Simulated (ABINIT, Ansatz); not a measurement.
# Li3TeF (Pm-3m): zone-centre phonons

Aim: the zone-centre modes of Li3TeF (Pm-3m).

Calculated with ABINIT 10.8.3; DFT LDA, scalar-relativistic, plane waves, PseudoDojo norm-conserving pseudopotentials.

The structure was built from a prototype and need not be the compound's stable phase.

## 1. The structure

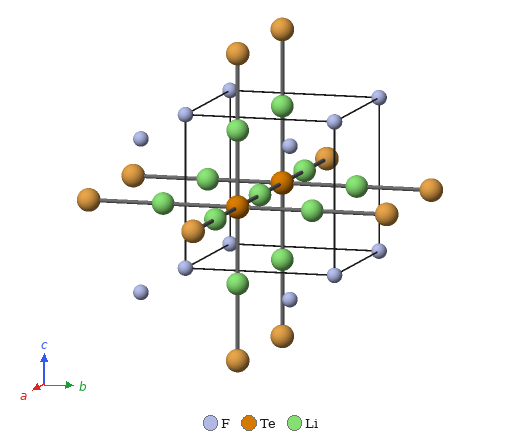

The starting structure, seen slightly off an axis (fluorine light blue, tellurium orange, lithium green). 2×1×1 cells are drawn. Some periodic images of atoms are drawn too.

## 2. Relaxation

The harmonic expansion needs vanishing forces, and a free crystal bears no stress, so cell and atoms are brought to rest. Stress is more sensitive to the basis than forces are: the last 3 Ha under the cutoff are smoothed with ecutsm, and the cutoff is raised above that of the later runs.

The starting cell comes from a relaxation made beforehand in Ansatz (LDA, PseudoDojo NC).

relax.abi reads:

```
# relaxation
ionmov 2
optcell 2
dilatmx 1.08
ntime 40
tolmxf 1.0d-05
tolvrs 1.0d-14
prtwf 0
prtden 0
chksymtnons 0

# basis, mesh and filling
ecut 42.0
ecutsm 3.0
ngkpt 4 4 4
nshiftk 1
shiftk 0.0 0.0 0.0
istwfk *1
occopt 1
nband 16
nstep 100
diemac 9.0
prtebands 0
prtgsr 0
useylm 1

# cell and atoms
acell 3*1.0 Angstrom
rprim 
    5.015496749 0.0 0.0
    0.0 5.015496749 0.0
    0.0 0.0 5.015496749
ntypat 3
znucl 9 52 3
natom 5
typat 1 2 3 3 3
xred 
    0.0 0.0 0.0
    0.5 0.5 0.5
    0.5 0.5 0.0
    0.5 0.0 0.5
    0.0 0.5 0.5
pp_dirpath "./pseudo"
pseudos "F.upf, Te.upf, Li.upf"
```

Command:

```bash
> OMP_NUM_THREADS=1 mpirun -n 4 abinit relax.abi > relax.log
```

Numbers of over 12 decimals in the logs are rounded to 6 here.

relax.abo, the main output file:

```text
[banners, grids, parts of the stress and lines that vanish by symmetry left out]
- input  file    -> relax.abi
- output file    -> relax.abo
- root for input  files -> relaxi
[...]
Symmetries : space group Pm -3 m (#221); Bravais cP (primitive cubic)
[...]
mpw =       13992          nfft =      216000          nkpt =          10
[...]
== DATASET  1 ==================================================================
[...]
cutoff_energies: {ecut:  42.0, pawecutdg:  -1.0, }
[...]
ETOT  1  -148.08811203102    -1.481E+02 1.072E+00 6.622E+03
 ETOT  2  -149.37442206239    -1.286E+00 1.980E-01 1.074E+04
 ETOT  3  -150.38387648247    -1.009E+00 1.598E-03 3.286E+03
 ETOT  4  -150.49213741192    -1.083E-01 7.011E-04 1.814E+03
 ETOT  5  -150.62718599128    -1.350E-01 5.243E-04 3.805E+02
[...]
At SCF step   22       vres2   =  2.85E-15 < tolvrs=  1.00E-14 =>converged.
[...]
sigma(1 1)=  1.07353944E-07  sigma(3 2)=  0.00000000E+00
  sigma(2 2)=  1.07353944E-07  sigma(3 1)=  0.00000000E+00
  sigma(3 3)=  1.07353944E-07  sigma(2 1)=  0.00000000E+00
[...]
convergence: {deltae: -1.990E-13, res2:  2.855E-15, residm:  5.106E-20, diffor: null, }
etotal    :  -1.50662391E+02
[...]
ETOT  1  -150.66239075707    -1.507E+02 2.645E-12 6.713E-05
[...]
At SCF step   10       vres2   =  5.56E-15 < tolvrs=  1.00E-14 =>converged.
[...]
sigma(1 1)=  1.00981830E-07  sigma(3 2)=  0.00000000E+00
  sigma(2 2)=  1.00981830E-07  sigma(3 1)=  0.00000000E+00
  sigma(3 3)=  1.00981830E-07  sigma(2 1)=  0.00000000E+00
[...]
convergence: {deltae:  5.173E-12, res2:  5.556E-15, residm:  3.699E-18, diffor: null, }
etotal    :  -1.50662391E+02
[...]
ETOT  1  -150.66238885904    -1.507E+02 1.084E-09 1.685E-02
[...]
ETOT 11  -150.66239077110    -1.450E-11 5.235E-17 3.027E-14
 ETOT 12  -150.66239077110     1.421E-12 3.286E-18 1.124E-15
 At SCF step   12       vres2   =  1.12E-15 < tolvrs=  1.00E-14 =>converged.
[...]
sigma(1 1)= -7.63139925E-11  sigma(3 2)=  0.00000000E+00
  sigma(2 2)= -7.63139933E-11  sigma(3 1)=  0.00000000E+00
  sigma(3 3)= -7.63139920E-11  sigma(2 1)=  0.00000000E+00
[...]
convergence: {deltae:  1.421E-12, res2:  1.124E-15, residm:  3.286E-18, diffor: null, }
etotal    :  -1.50662391E+02
[...]
At Broyd/MD step   3, gradients are converged :
[...]
sigma(1 1)= -7.63139925E-11  sigma(3 2)=  0.00000000E+00
  sigma(2 2)= -7.63139933E-11  sigma(3 1)=  0.00000000E+00
  sigma(3 3)= -7.63139920E-11  sigma(2 1)=  0.00000000E+00
[...]
- sigma(1 1)= -2.24523517E-06  sigma(3 2)=  0.00000000E+00
- sigma(2 2)= -2.24523520E-06  sigma(3 1)=  0.00000000E+00
- sigma(3 3)= -2.24523516E-06  sigma(2 1)=  0.00000000E+00
[...]
fcart     -0.0000000000E+00 -0.0000000000E+00 -0.0000000000E+00
           strten     -7.6313992452E-11 -7.6313993319E-11 -7.6313992018E-11
================================================================================

[key lines of the parts left out:]
pressure_GPa:   2.2452E-06
Total energy (etotal) [Ha]= -1.50662390771097E+02
```

The job ended after 93 s (4 MPI ranks of Arm Neoverse V1, shared host; 6.2 min of CPU time).

Little changed from the start: no atom moved by 0.005 Å and no cell edge by 0.1 %.

This step gave:

| Item | Value |
| --- | --- |
| volume per atom | 25.23 Å³ |
| pressure | 2.25e-6 GPa |

## 3. Ground state

The response is built on these wavefunctions, so the potential is converged far more tightly than an energy would need. The mesh is shifted off Γ, since shifted meshes converge sums over the zone faster.

gs.abi reads:

```
# ground state
tolvrs 1.0d-16
prtden 1
prtwf 1

# basis, mesh and filling
ecut 34.0
ngkpt 4 4 4
nshiftk 1
shiftk 0.5 0.5 0.5
istwfk *1
occopt 1
nband 16
nstep 100
diemac 9.0
prtebands 0
prtgsr 0
useylm 1

# cell and atoms
acell 3*1.0 Angstrom
rprim 
    5.015224657 0.0 0.0
    0.0 5.015224657 0.0
    0.0 0.0 5.015224657
ntypat 3
znucl 9 52 3
natom 5
typat 1 2 3 3 3
xred 
    0.0 0.0 0.0
    0.5 0.5 0.5
    0.5 0.5 0.0
    0.5 0.0 0.5
    0.0 0.5 0.5
pp_dirpath "./pseudo"
pseudos "F.upf, Te.upf, Li.upf"
```

Command:

```bash
> OMP_NUM_THREADS=1 mpirun -n 4 abinit gs.abi > gs.log
```

gs.abo, the main output file:

```text
[banners, grids, parts of the stress and lines that vanish by symmetry left out]
- input  file    -> gs.abi
- output file    -> gs.abo
- root for input  files -> gsi
[...]
Symmetries : space group Pm -3 m (#221); Bravais cP (primitive cubic)
[...]
mpw =        8103          nfft =      125000          nkpt =           4
[...]
== DATASET  1 ==================================================================
[...]
cutoff_energies: {ecut:  34.0, pawecutdg:  -1.0, }
[...]
ETOT  1  -147.55895702883    -1.476E+02 8.247E-01 5.319E+03
 ETOT  2  -149.16194179426    -1.603E+00 1.405E-01 7.625E+03
 ETOT  3  -150.35022385070    -1.188E+00 9.928E-04 2.282E+03
 ETOT  4  -150.46993016152    -1.197E-01 4.186E-04 1.265E+03
 ETOT  5  -150.61376879983    -1.438E-01 3.767E-04 3.138E+02
[...]
ETOT 23  -150.66085243051     1.447E-11 3.224E-20 1.965E-15
 ETOT 24  -150.66085243051    -3.126E-13 1.576E-20 1.917E-17
 At SCF step   24       vres2   =  1.92E-17 < tolvrs=  1.00E-16 =>converged.
[...]
sigma(1 1)=  2.46221438E-05  sigma(3 2)=  0.00000000E+00
  sigma(2 2)=  2.46221438E-05  sigma(3 1)=  0.00000000E+00
  sigma(3 3)=  2.46221438E-05  sigma(2 1)=  0.00000000E+00
[...]
convergence: {deltae: -3.126E-13, res2:  1.917E-17, residm:  1.576E-20, diffor: null, }
etotal    :  -1.50660852E+02
[...]
sigma(1 1)=  2.46221438E-05  sigma(3 2)=  0.00000000E+00
  sigma(2 2)=  2.46221438E-05  sigma(3 1)=  0.00000000E+00
  sigma(3 3)=  2.46221438E-05  sigma(2 1)=  0.00000000E+00
[...]
- sigma(1 1)=  7.24408481E-01  sigma(3 2)=  0.00000000E+00
- sigma(2 2)=  7.24408481E-01  sigma(3 1)=  0.00000000E+00
- sigma(3 3)=  7.24408481E-01  sigma(2 1)=  0.00000000E+00
[...]
fcart     -0.0000000000E+00 -0.0000000000E+00 -0.0000000000E+00
           strten      2.4622143816E-05  2.4622143816E-05  2.4622143816E-05
================================================================================

[key lines of the parts left out:]
pressure_GPa:  -7.2441E-01
```

Wall time 13 s (4 MPI ranks).

This step gave:

```
pressure : -0.7244 GPa
```

The cell stands at -0.72 GPa: the relaxation ran with a smoothed and higher cutoff and on another k mesh.

## 4. Empty bands

Empty bands on the ground state's density check that the gap assumed so far is there in this cell.

gap.abi reads:

```
# empty bands on the ground state's density
iscf -2
getden_filepath "gso_DEN"
tolwfr 1.0d-12
nbdbuf 2
prtwf 0

# basis, mesh and filling
ecut 34.0
ngkpt 4 4 4
nshiftk 1
shiftk 0.0 0.0 0.0
istwfk *1
occopt 1
nband 20
nstep 100
diemac 9.0
prtebands 0
prtgsr 0
useylm 1

# cell and atoms
acell 3*1.0 Angstrom
rprim 
    5.015224657 0.0 0.0
    0.0 5.015224657 0.0
    0.0 0.0 5.015224657
ntypat 3
znucl 9 52 3
natom 5
typat 1 2 3 3 3
xred 
    0.0 0.0 0.0
    0.5 0.5 0.5
    0.5 0.5 0.0
    0.5 0.0 0.5
    0.0 0.5 0.5
pp_dirpath "./pseudo"
pseudos "F.upf, Te.upf, Li.upf"
```

Command:

```bash
> OMP_NUM_THREADS=1 mpirun -n 4 abinit gap.abi > gap.log
```

gap.abo, the main output file:

```text
[banners, grids, parts of the stress and lines that vanish by symmetry left out]
- input  file    -> gap.abi
- output file    -> gap.abo
- root for input  files -> gapi
[...]
Symmetries : space group Pm -3 m (#221); Bravais cP (primitive cubic)
[...]
mpw =        8121          nfft =      125000          nkpt =          10
[...]
== DATASET  1 ==================================================================
[...]
cutoff_energies: {ecut:  34.0, pawecutdg:  -1.0, }
[...]
-outvars: echo values of variables after computation
            acell      1.8897261259E+00  1.8897261259E+00  1.8897261259E+00 Bohr
================================================================================
```

Wall time 13 s (4 MPI ranks).

This step gave:

| Property | Result |
| --- | --- |
| gap on the k-mesh | 3.090 eV |

In this cell the gap on the mesh is 3.1 eV, indirect (smallest direct 3.2 eV), so fixed occupations hold.

## 5. Zone-centre response

The derivative of the wavefunctions by k comes first, since the response to a field is built on it; then the field and the displacements that symmetry doesn't supply are solved at q = 0.

It reads the wavefunctions written in step 3.

dfpt_gamma.abi reads:

```
ndtset 2

# common to the responses
getwfk_filepath "gso_WFK"
kptopt 2
nqpt 1
qpt 0.0 0.0 0.0
asr 0
chneut 0

# d/dk
rfelfd1 2
rfdir1 1 1 1
iscf1 -3
tolwfr1 1.0d-20

# displacements, field
rfphon2 1
rfatpol2 1 5
rfdir2 1 1 1
rfelfd2 3
getddk2 1
tolvrs2 1.0d-10
prtwf2 0

# basis, mesh and filling
ecut 34.0
ngkpt 4 4 4
nshiftk 1
shiftk 0.5 0.5 0.5
istwfk *1
occopt 1
nband 16
nstep 100
diemac 9.0
prtebands 0
prtgsr 0
useylm 1

# cell and atoms
acell 3*1.0 Angstrom
rprim 
    5.015224657 0.0 0.0
    0.0 5.015224657 0.0
    0.0 0.0 5.015224657
ntypat 3
znucl 9 52 3
natom 5
typat 1 2 3 3 3
xred 
    0.0 0.0 0.0
    0.5 0.5 0.5
    0.5 0.5 0.0
    0.5 0.0 0.5
    0.0 0.5 0.5
pp_dirpath "./pseudo"
pseudos "F.upf, Te.upf, Li.upf"
```

Command:

```bash
> OMP_NUM_THREADS=1 mpirun -n 4 abinit dfpt_gamma.abi > dfpt_gamma.log
```

dfpt_gamma.abo, the main output file:

```text
[banners, grids, parts of the stress and lines that vanish by symmetry left out]
- input  file    -> dfpt_gamma.abi
- output file    -> dfpt_gamma.abo
- root for input  files -> dfpt_gammai
[...]
DATASET    1 : space group Pm -3 m (#221); Bravais cP (primitive cubic)
[...]
nfft =      125000          nkpt =          32
[...]
DATASET    2 : space group Pm -3 m (#221); Bravais cP (primitive cubic)
[...]
nfft =      125000          nkpt =          32
[...]
== DATASET  1 ==================================================================
[...]
cutoff_energies: {ecut:  34.0, pawecutdg:  -1.0, }
[...]
-  3.00000   3.00000  180309                  znucl, zion, pspdat
[...]
Perturbation : derivative vs k along direction   1
[...]
-ETOT  1  -23.666140197634     -2.367E+01 5.275E-02 0.000E+00
 ETOT  2  -23.753571257344     -8.743E-02 2.881E-03 0.000E+00
 ETOT  3  -23.757516964363     -3.946E-03 1.744E-04 0.000E+00
 ETOT  4  -23.757782849607     -2.659E-04 1.765E-05 0.000E+00
 ETOT  5  -23.757803636797     -2.079E-05 1.324E-06 0.000E+00
[...]
At SCF step   20   max residual=  9.92E-21 < tolwfr=  1.00E-20 =>converged.
[...]
Perturbation : derivative vs k along direction   2
[...]
-ETOT  1  -23.664968522291     -2.366E+01 5.114E-02 0.000E+00
[...]
At SCF step   19   max residual=  9.88E-21 < tolwfr=  1.00E-20 =>converged.
[...]
Perturbation : derivative vs k along direction   3
[...]
-ETOT  1  -23.666140252564     -2.367E+01 5.275E-02 0.000E+00
[...]
At SCF step   20   max residual=  9.92E-21 < tolwfr=  1.00E-20 =>converged.
[...]
1        1       0.7630836248   -0.0000000000
     1        2       0.0000000000    0.0000000000
     1        3       0.0000000000    0.0000000000
     2        1       0.0000000000    0.0000000000
     2        2       0.7630836248   -0.0000000000
     2        3       0.0000000000    0.0000000000
     3        1       0.0000000000    0.0000000000
     3        2       0.0000000000    0.0000000000
     3        3       0.7630836247   -0.0000000000
[...]
== DATASET  2 ==================================================================
[...]
cutoff_energies: {ecut:  34.0, pawecutdg:  -1.0, }
[...]
Perturbation : displacement of atom   1   along direction   1
[...]
-ETOT  1   3.609880     -8.667E+03 1.004E+01 2.257E+03
[...]
At SCF step   13       vres2   =  2.79E-12 < tolvrs=  1.00E-10 =>converged.
[...]
Perturbation : displacement of atom   2   along direction   1
[...]
-ETOT  1   15.401736532714     -4.462E+04 6.143E+01 3.616E+03
[...]
At SCF step   12       vres2   =  9.74E-12 < tolvrs=  1.00E-10 =>converged.
[...]
Perturbation : displacement of atom   3   along direction   1
[...]
-ETOT  1  0.140895     -3.076E+03 3.322E+01 4.788E+02
[...]
At SCF step   14       vres2   =  4.49E-12 < tolvrs=  1.00E-10 =>converged.
[...]
Perturbation : displacement of atom   3   along direction   3
[...]
-ETOT  1   8.459055     -3.056E+03 3.047E+01 3.094E+03
[...]
At SCF step   11       vres2   =  1.88E-11 < tolvrs=  1.00E-10 =>converged.
[...]
Perturbation : homogeneous electric field along direction   1
[...]
-ETOT  1  -40.217145358087     -4.022E+01 4.280E-01 6.323E+04
[...]
ETOT 11  -54.825811397902     -9.885E-11 4.251E-12 3.170E-09
 ETOT 12  -54.825811397910     -8.292E-12 6.746E-13 3.440E-11
 At SCF step   12       vres2   =  3.44E-11 < tolvrs=  1.00E-10 =>converged.
[...]
Dielectric tensor, in cartesian coordinates,
[...]
1    7   1    7         2.8413906255        -0.0000000000
   1    7   2    7        -0.0000000000        -0.0000000000
   1    7   3    7        -0.0000000000        -0.0000000000
   2    7   1    7        -0.0000000000        -0.0000000000
   2    7   2    7         2.8413906255        -0.0000000000
   2    7   3    7        -0.0000000000        -0.0000000000
   3    7   1    7        -0.0000000000        -0.0000000000
   3    7   2    7        -0.0000000000        -0.0000000000
   3    7   3    7         2.8413906255        -0.0000000000
  Effective charges, in cartesian coordinates,
[...]
1    1   1    7        -1.4539203669         0.0000000000
   2    1   1    7         0.0000000000         0.0000000000
   3    1   1    7         0.0000000000         0.0000000000
   1    2   1    7        -1.2497472813         0.0000000000
   2    2   1    7         0.0000000000         0.0000000000
[...]
Effective charges, in cartesian coordinates,
[...]
2    7   1    5         0.0000000000         0.0000000000
   3    7   1    5         0.0000000000         0.0000000000
   1    7   2    5         0.0000000000         0.0000000000
   2    7   2    5         0.6827920892         0.0000000000
   3    7   2    5         0.0000000000         0.0000000000
   1    7   3    5         0.0000000000         0.0000000000
   2    7   3    5         0.0000000000         0.0000000000
   3    7   3    5         0.6827920892         0.0000000000
  Phonon wavevector (reduced coordinates) :  0.00000  0.00000  0.00000
 Phonon energies in Hartree :
[...]
Phonon frequencies in cm-1    :
- -2.059837E+02 -2.059837E+02 -2.059837E+02 -1.804138E+02 -1.804138E+02
- -1.804138E+02  2.219469E+00  2.219469E+00  2.219469E+00  7.897309E+01
-  7.897309E+01  7.897309E+01  5.585984E+02  5.585984E+02  5.585984E+02
  Phonon at Gamma, with non-analyticity in the
[...]
Phonon energies in Hartree :
[...]
Phonon frequencies in cm-1    :
- -2.059837E+02 -2.059837E+02 -1.804138E+02 -1.804138E+02 -1.804138E+02
- -1.084147E+02  2.219469E+00  2.219469E+00  2.222867E+00  7.897309E+01
-  7.897309E+01  8.418746E+01  5.585984E+02  5.585984E+02  5.928407E+02
  Phonon at Gamma, with non-analyticity in the
[...]
Phonon energies in Hartree :
[...]
Phonon frequencies in cm-1    :
- -2.059837E+02 -2.059837E+02 -1.804138E+02 -1.804138E+02 -1.804138E+02
- -1.084147E+02  2.219469E+00  2.219469E+00  2.222866E+00  7.897309E+01
-  7.897309E+01  8.418746E+01  5.585984E+02  5.585984E+02  5.928407E+02
  Phonon at Gamma, with non-analyticity in the
[...]
Phonon energies in Hartree :
[...]
Phonon frequencies in cm-1    :
- -2.059837E+02 -2.059837E+02 -1.804138E+02 -1.804138E+02 -1.804138E+02
- -1.084147E+02  2.219469E+00  2.219469E+00  2.222866E+00  7.897309E+01
-  7.897309E+01  8.418746E+01  5.585984E+02  5.585984E+02  5.928407E+02
[...]
fcart2     0.0000000000E+00  0.0000000000E+00  0.0000000000E+00
           strten2     0.0000000000E+00  0.0000000000E+00  0.0000000000E+00
================================================================================
```

Wall time 3.6 min (4 MPI ranks).

Read from the output:

| Quantity | Value |
| --- | --- |
| miss of the charge sum rule | 0.002714 e |
| largest acoustic frequency at the zone centre before the sum rule | 2.22 cm⁻¹ |
| highest optical zone-centre mode (no LO-TO term) | 558.6 cm⁻¹ |
| lowest optical zone-centre mode | -206.0 cm⁻¹ |
| mean high-frequency dielectric constant | 2.841 |
| largest Born charge in size (third of the trace) | 1.454 e |

Born charge (rows field, columns displacement), before the sum rule (e), principal values of the symmetric part by kind of site:

```tsv
atom	atoms with these values	low	middle	high	mean
F1	1	-1.45	-1.45	-1.45	-1.45
Te2	1	-1.25	-1.25	-1.25	-1.25
Li3	3	0.68	0.68	1.34	0.90
```

In full for Te2:

```
-1.25  0.00  0.00
 0.00 -1.25  0.00
 0.00  0.00 -1.25
```

High-frequency dielectric tensor:

```
2.84 0.00 0.00
0.00 2.84 0.00
0.00 0.00 2.84
```

The acoustic modes at Γ come out as far as 2.2 cm⁻¹ from zero, where they should vanish, a small numerical error; the Born charges miss their sum rule by 0.0027 e, which is good. The lowest optical mode is imaginary, 206i cm⁻¹, an instability at this level and on this k mesh.

(Continued in part 2 of 2.)

[Host names and launcher messages were left out of these logs when they were recorded.]

[Logs are printed without paths, hosts, clocks, repeated set-up lines and the standing remarks that a program may print on its own settings, such as how far it seeks lower states.]

[Hosts, paths, dates, database ids (printed as entryN), source tags and the programs' standing remarks are cut or masked in the printed files.]
